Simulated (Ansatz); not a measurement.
# Mo: a strain scan

The task, for Mo: see how energy and stress answer to the strain pattern (0, 1, 0, 0, 0, 0).

The COD entry's cell or inner coordinates are ideal or old and differ from later refinements, so a difference from it is no clean test against experiment.

Program: Ansatz 0.2.0. Level of theory: DFT PBEsol, scalar-relativistic, plane waves, PAW. These are calculated values, not measurements.

## 1. The system as given

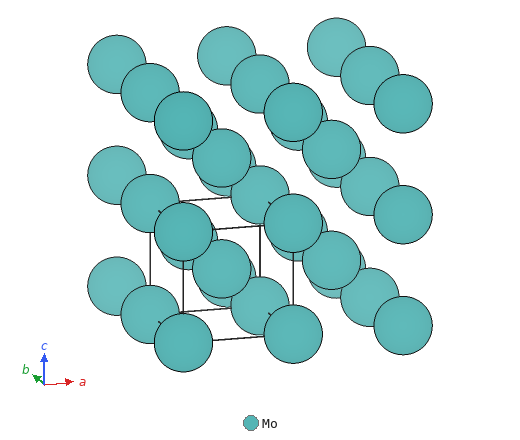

The starting structure, seen slightly off an axis (molybdenum teal). 2×2×2 cells are drawn. Atoms on the faces are drawn again on the opposite ones. The cell drawn here is the conventional one.

As a file:

```
CELL_PARAMETERS angstrom
-1.57100 1.57100 1.57100
1.57100 -1.57100 1.57100
1.57100 1.57100 -1.57100
ATOMIC_POSITIONS crystal
Mo 0.00000 0.00000 0.00000
```

Source of the structure: the Crystallography Open Database.

## 2. A first look at the start

input.yaml

```yaml
crystal:
  lattice:
    - [-1.571, 1.571, 1.571]
    - [1.571, -1.571, 1.571]
    - [1.571, 1.571, -1.571]
  atoms:
    - { symbol: Mo, position: [0.0, 0.0, 0.0] }
basis:
  ecutwfc: 300.0
kpoints:
  mp_grid: { grid: [8, 8, 8] }
hamiltonian:
  xc: pbesol
scf:
  occupations: { method: gaussian, width: 0.1 }
output:
  forces: true
  stress: true
  eigenvalues: true
```

The run is started by

```bash
> ansatz run input.yaml --threads 1 --pin off --max-ram 2560MiB --backend cpu --events-out ev --progress --plain --runs-dir out
```

The log of the run, cut to the lines that bear on the results:

```text
[...]
SCF converged after 6 iterations
Free energy (F): -4897.390939 eV
[...]
E sigma→0 (E₀):  -4897.388653 eV
Entropy (-TS):   -0.004571 eV (-4.571 meV/atom)
Fermi energy:    21.031950 eV
[...]
--- Forces (eV/Å), atoms counted from 1 ---
  atom   1  Mo    -0.00000000     0.00000000     0.00000000
[...]
--- Stress (GPa, compression-positive) ---
       -2.632551       0.000000      -0.000000
       -0.000000      -2.632551      -0.000000
       -0.000000      -0.000000      -2.632551
  P = ⅓ Tr σ = -2.6326 GPa (-26.326 kbar)
--- Band table (eV; the first three rows and the last of 29) ---
  k-point 0: bands = ["-40.0808", "-13.3221", "-13.3221", "-13.3221", "13.8679", "19.7834", "19.7834", "19.7834", "22.8246", "22.8246", "35.8694"]
[...]
```

Wall time 4 s (1 thread of Intel Xeon Platinum 8259CL at 2.50GHz (Skylake/Cascade Lake), shared host); peak memory 0.31 GiB.

No relaxation comes first: the listed cell is the starting point.

## 3. The reference: the undisturbed cell on the scan's mesh

input.yaml, as its differences from that of step 2:

```diff
@@ -10,3 +10,3 @@
 kpoints:
-  mp_grid: { grid: [8, 8, 8] }
+  mp_grid: { grid: [12, 12, 12] }
 hamiltonian:
@@ -14,3 +14,3 @@
 scf:
-  occupations: { method: gaussian, width: 0.1 }
+  occupations: { method: gaussian, width: 0.15 }
 output:
```

The run is started by

```bash
> ansatz run input.yaml --threads 1 --pin off --max-ram 2560MiB --backend cpu --events-out ev --progress --plain --runs-dir out
```

The log of the run, cut to the lines that bear on the results:

```text
Warning: basis.ecutwfc = 300 eV is below the records' recommended 420 eV, and the density's cutoff is lower with it unless basis.ecutrho_ratio is high enough to keep the records' density cutoff: compare with a run at a higher cutoff
Warning: RAYON_NUM_THREADS=1 ignored (pool sized by the plan → 1); use --threads N
[...]
Pseudopotentials: kind: paw
Pseudopotential: Mo, paw, valence charge 14, recommended cutoff 420 eV (normal), Mo.paw.azcp
Functional definition: PBEsol
[...]
Crystal: 1 atoms, lattice volume = 15.509 Å³
Basis set: ecut = 300 eV, 177 PW (Γ), exchange–correlation on 32×32×32 points (8 copies of the dense FFT grid, shifted against one another)
Bands: 11, of which v1, the nominal top of the filled ones, is band 7 counted from 1 (6 counted from 0)
Symmetry: 48 space group operations
Space group: Im-3m (ITA 229), of the structure as read, at distance tolerance 2.5e-5 Å
k-points: 72 of 1728
[...]
SCF iter   1: F=—  HF=-4897.431542 eV  |F-HF|=—  |Δ(HF+E_count)|=         —  Δρ=6.40e-3  dr2=5.20e-3  ethr=1.77e-3  ⟨swp⟩=4.8  Hψ=4217  notcnv=0
[...]
SCF iter   6: F=-4897.429081 eV  HF=-4897.429081 eV  |F-HF|=9.09e-13  |Δ(HF+E_count)|=  1.18e-11  Δρ=7.99e-8  dr2=3.70e-13  ethr=1.00e-12  ⟨swp⟩=1.3  Hψ=2368  notcnv=0
[...]
SCF converged after 6 iterations
Free energy (F): -4897.429081 eV
[...]
E sigma→0 (E₀):  -4897.427563 eV
Entropy (-TS):   -0.003036 eV (-3.036 meV/atom)
Fermi energy:    21.108506 eV
[...]
--- Forces (eV/Å), atoms counted from 1 ---
  atom   1  Mo    -0.00000000     0.00000000     0.00000000
[...]
--- Stress (GPa, compression-positive) ---
       -3.459738       0.000000       0.000000
       -0.000000      -3.459738      -0.000000
       -0.000000      -0.000000      -3.459738
  P = ⅓ Tr σ = -3.4597 GPa (-34.597 kbar)
--- Band table (eV; the first three rows and the last of 72) ---
  k-point 0: bands = ["-40.0742", "-13.3157", "-13.3157", "-13.3157", "13.8678", "19.7881", "19.7881", "19.7881", "22.8279", "22.8279", "35.8694"]
[...]
```

It took 8.8 s on 1 thread of Intel Xeon Platinum 8259CL at 2.50GHz (Skylake/Cascade Lake), shared host; peak memory 0.32 GiB.

Reference values: F = -4897.4291 eV; pressure -3.46 GPa; largest force 0.000 eV/Å; gap on the mesh none (metal).

## 4. Next: a strain scan

The cell is strained by ε times the Voigt pattern (0, 1, 0, 0, 0, 0) (xx, yy, zz, yz, xz, xy; engineering shear), with fractional coordinates fixed (clamped ions). The stress on the pattern is the sum of the stress components weighted by it, tension positive.

## 5. Point ε = -0.0600

input.yaml, as its differences from that of step 3:

```diff
@@ -2,5 +2,5 @@
   lattice:
-    - [-1.571, 1.571, 1.571]
-    - [1.571, -1.571, 1.571]
-    - [1.571, 1.571, -1.571]
+    - [-1.571, 1.47674, 1.571]
+    - [1.571, -1.47674, 1.571]
+    - [1.571, 1.47674, -1.571]
   atoms:
```

The run is started by

```bash
> ansatz run input.yaml --threads 1 --pin off --max-ram 2560MiB --backend cpu --events-out ev --progress --plain --runs-dir out
```

The log of the run, cut to the lines that bear on the results:

```text
Warning: basis.ecutwfc = 300 eV is below the records' recommended 420 eV, and the density's cutoff is lower with it unless basis.ecutrho_ratio is high enough to keep the records' density cutoff: compare with a run at a higher cutoff
Warning: RAYON_NUM_THREADS=1 ignored (pool sized by the plan → 1); use --threads N
[...]
[... 3 set-up lines as earlier in the session ...]
[...]
Crystal: 1 atoms, lattice volume = 14.579 Å³
Basis set: ecut = 300 eV, 169 PW (Γ), exchange–correlation on 32×32×32 points (8 copies of the dense FFT grid, shifted against one another)
Bands: 11, of which v1, the nominal top of the filled ones, is band 7 counted from 1 (6 counted from 0)
Symmetry: 16 space group operations
Space group: I4/mmm (ITA 139), of the structure as read, at distance tolerance 2.4e-5 Å
k-points: 163 of 1728
[...]
SCF iter   1: F=—  HF=-4897.348687 eV  |F-HF|=—  |Δ(HF+E_count)|=         —  Δρ=6.85e-3  dr2=4.85e-3  ethr=1.77e-3  ⟨swp⟩=4.9  Hψ=9541  notcnv=0
[...]
SCF iter   6: F=-4897.346424 eV  HF=-4897.346424 eV  |F-HF|=3.64e-12  |Δ(HF+E_count)|=  2.08e-10  Δρ=2.84e-7  dr2=5.31e-12  ethr=5.88e-12  ⟨swp⟩=1.6  Hψ=4568  notcnv=0
[...]
SCF converged after 6 iterations
Free energy (F): -4897.346424 eV
[...]
E sigma→0 (E₀):  -4897.343268 eV
Entropy (-TS):   -0.006311 eV (-6.311 meV/atom)
Fermi energy:    22.657753 eV
[...]
--- Forces (eV/Å), atoms counted from 1 ---
  atom   1  Mo     0.00000000     0.00000000    -0.00000000
[...]
--- Stress (GPa, compression-positive) ---
        7.739842       0.000000       0.000000
        0.000000      33.059917      -0.000000
        0.000000      -0.000000       7.739842
  P = ⅓ Tr σ = 16.1799 GPa (161.799 kbar)
--- Band table (eV; the first three rows and the last of 163) ---
  k-point 0: bands = ["-38.5186", "-11.6128", "-11.6128", "-11.5698", "15.2513", "20.7279", "21.5381", "21.5381", "23.9450", "24.9923", "37.1430"]
[...]
```

Run time: 1.3 s. Hardware: 1 thread of Intel Xeon Platinum 8259CL at 2.50GHz (Skylake/Cascade Lake), shared host; peak memory 0.33 GiB.

## 6. At ε = 0.0450

input.yaml, as its differences from that of step 5:

```diff
@@ -2,5 +2,5 @@
   lattice:
-    - [-1.571, 1.47674, 1.571]
-    - [1.571, -1.47674, 1.571]
-    - [1.571, 1.47674, -1.571]
+    - [-1.571, 1.641695, 1.571]
+    - [1.571, -1.641695, 1.571]
+    - [1.571, 1.641695, -1.571]
   atoms:
```

The run is started by

```bash
> ansatz run input.yaml --threads 1 --pin off --max-ram 2560MiB --backend cpu --events-out ev --progress --plain --runs-dir out
```

The log of the run, cut to the lines that bear on the results:

```text
Warning: basis.ecutwfc = 300 eV is below the records' recommended 420 eV, and the density's cutoff is lower with it unless basis.ecutrho_ratio is high enough to keep the records' density cutoff: compare with a run at a higher cutoff
Warning: RAYON_NUM_THREADS=1 ignored (pool sized by the plan → 1); use --threads N
[...]
[... 3 set-up lines as earlier in the session ...]
[...]
Crystal: 1 atoms, lattice volume = 16.207 Å³
Basis set: ecut = 300 eV, 193 PW (Γ), exchange–correlation on 32×32×32 points (8 copies of the dense FFT grid, shifted against one another)
Bands: 11, of which v1, the nominal top of the filled ones, is band 7 counted from 1 (6 counted from 0)
[... 1 set-up line as earlier in the session ...]
Space group: I4/mmm (ITA 139), of the structure as read, at distance tolerance 2.5e-5 Å
k-points: 163 of 1728
[...]
SCF iter   1: F=—  HF=-4897.370751 eV  |F-HF|=—  |Δ(HF+E_count)|=         —  Δρ=6.16e-3  dr2=5.15e-3  ethr=1.77e-3  ⟨swp⟩=4.9  Hψ=9473  notcnv=0
[...]
SCF iter   6: F=-4897.368290 eV  HF=-4897.368290 eV  |F-HF|=3.64e-12  |Δ(HF+E_count)|=  3.64e-11  Δρ=3.56e-7  dr2=7.41e-12  ethr=2.94e-12  ⟨swp⟩=1.3  Hψ=5366  notcnv=0
[...]
SCF converged after 6 iterations
Free energy (F): -4897.368290 eV
[...]
E sigma→0 (E₀):  -4897.366260 eV
Entropy (-TS):   -0.004059 eV (-4.059 meV/atom)
Fermi energy:    20.048326 eV
[...]
--- Forces (eV/Å), atoms counted from 1 ---
  atom   1  Mo     0.00000000     0.00000000     0.00000000
[...]
--- Stress (GPa, compression-positive) ---
       -9.446823      -0.000000      -0.000000
       -0.000000     -23.127933       0.000000
       -0.000000       0.000000      -9.446823
  P = ⅓ Tr σ = -14.0072 GPa (-140.072 kbar)
--- Band table (eV; the first three rows and the last of 163) ---
  k-point 0: bands = ["-41.1333", "-14.4841", "-14.4685", "-14.4685", "12.9495", "18.6640", "18.6640", "19.1375", "21.3573", "21.9479", "34.2252"]
[...]
```

It took 1.4 s on 1 thread of Intel Xeon Platinum 8259CL at 2.50GHz (Skylake/Cascade Lake), shared host; peak memory 0.34 GiB.

## 7. ε = -0.0300

input.yaml, as its differences from that of step 6:

```diff
@@ -2,5 +2,5 @@
   lattice:
-    - [-1.571, 1.641695, 1.571]
-    - [1.571, -1.641695, 1.571]
-    - [1.571, 1.641695, -1.571]
+    - [-1.571, 1.52387, 1.571]
+    - [1.571, -1.52387, 1.571]
+    - [1.571, 1.52387, -1.571]
   atoms:
```

The run is started by

```bash
> ansatz run input.yaml --threads 1 --pin off --max-ram 2560MiB --backend cpu --events-out ev --progress --plain --runs-dir out
```

The log of the run, cut to the lines that bear on the results:

```text
Warning: basis.ecutwfc = 300 eV is below the records' recommended 420 eV, and the density's cutoff is lower with it unless basis.ecutrho_ratio is high enough to keep the records' density cutoff: compare with a run at a higher cutoff
Warning: RAYON_NUM_THREADS=1 ignored (pool sized by the plan → 1); use --threads N
[...]
[... 3 set-up lines as earlier in the session ...]
[...]
Crystal: 1 atoms, lattice volume = 15.044 Å³
Basis set: ecut = 300 eV, 177 PW (Γ), exchange–correlation on 32×32×32 points (8 copies of the dense FFT grid, shifted against one another)
Bands: 11, of which v1, the nominal top of the filled ones, is band 7 counted from 1 (6 counted from 0)
[... 2 set-up lines as earlier in the session ...]
k-points: 163 of 1728
[...]
SCF iter   1: F=—  HF=-4897.417201 eV  |F-HF|=—  |Δ(HF+E_count)|=         —  Δρ=6.62e-3  dr2=5.16e-3  ethr=1.77e-3  ⟨swp⟩=4.8  Hψ=9555  notcnv=0
[...]
SCF iter   6: F=-4897.414712 eV  HF=-4897.414712 eV  |F-HF|=9.09e-13  |Δ(HF+E_count)|=  1.84e-10  Δρ=3.03e-7  dr2=3.07e-12  ethr=3.44e-12  ⟨swp⟩=1.3  Hψ=5557  notcnv=0
[...]
SCF converged after 6 iterations
Free energy (F): -4897.414712 eV
[...]
E sigma→0 (E₀):  -4897.413030 eV
Entropy (-TS):   -0.003364 eV (-3.364 meV/atom)
Fermi energy:    21.855991 eV
[...]
--- Forces (eV/Å), atoms counted from 1 ---
  atom   1  Mo     0.00000000    -0.00000000     0.00000000
[...]
--- Stress (GPa, compression-positive) ---
        1.388768       0.000000       0.000000
        0.000000      13.756105      -0.000000
        0.000000      -0.000000       1.388768
  P = ⅓ Tr σ = 5.5112 GPa (55.112 kbar)
--- Band table (eV; the first three rows and the last of 163) ---
  k-point 0: bands = ["-39.3193", "-12.4915", "-12.4915", "-12.4755", "14.5337", "20.2458", "20.6200", "20.6200", "23.3861", "23.8759", "36.4790"]
[...]
```

It took 1.4 s on 1 thread of Intel Xeon Platinum 8259CL at 2.50GHz (Skylake/Cascade Lake), shared host; peak memory 0.33 GiB.

[end of part 1 of 2]
